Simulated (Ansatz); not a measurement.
TaAl$_{3}$O

```xyz
5
Lattice="5.8009 0.0000 0.0000 -2.9005 5.0237 0.0000 0.0000 0.0000 2.8629" Properties=species:S:1:pos:R:3 pbc="T T T"
Ta    0.0000    3.3492    1.4315
Al    4.2585    0.8905    1.4315
Al    2.9005    3.2427    1.4315
Al    1.5425    0.8905    1.4315
O     0.0000    0.0000    1.4315
```

Space group P-6m2; a structure generated by program, which may or may not match a known phase.

These are results of DFT PBE, scalar-relativistic, plane waves, PAW in Ansatz, not measurements.

What will maps of the valence pseudo-density and electron localisation function show?

Al–O (1.78 Å): ρ is about 0.74 e/Å³ halfway; the ELF peaks at about 0.85 in the valence shell of O, 0.6 Å from its nucleus, and is about 0.80 at the midpoint.
Ta–Ta (2.86 Å): ρ is about 0.36 e/Å³ halfway; the ELF is about 0.50 at the midpoint.

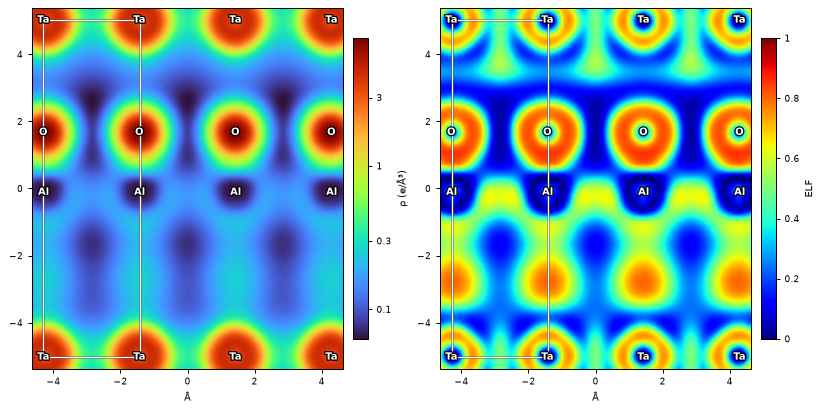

Computed valence pseudo-density and electron localisation function on the (110) plane of the conventional cell, in this order. 

The density is the valence pseudo-density of a PAW calculation; it isn't the true density close to the nuclei.
